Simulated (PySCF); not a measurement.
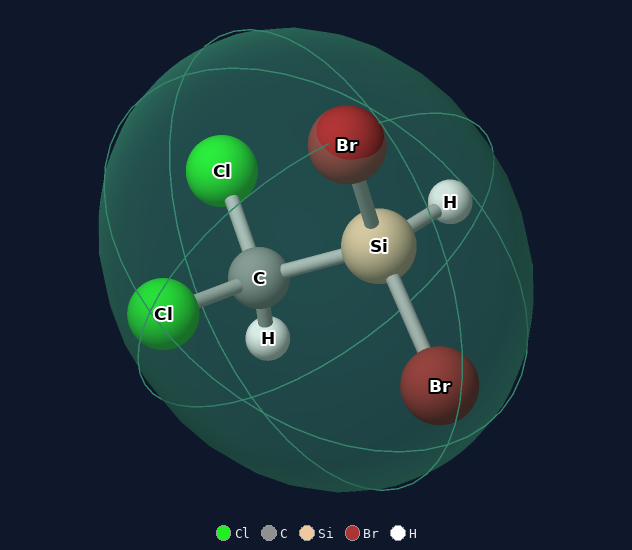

The ellipsoid shows the static dipole polarisability: its half-axes are proportional to the principal values. Computed geometry: GFN2-xTB optimisation. No frequency run is at hand to confirm it as a minimum. Method: CAM-B3LYP/def2-SVPD (PySCF 2.14.0).

Question. How large and how anisotropic is the polarisability?

Answer. Principal values 97.0, 101.8, 117.4 bohr³; mean 105.4 bohr³ (15.62 Å³); anisotropy 18.5 bohr³, so the longest axis is 1.21 times the shortest.

The geometry is semi-empirical. Around Br, Si such bond lengths and angles can be off by a tenth of an ångström or more and by several degrees, and values that hang on the shape move with them.
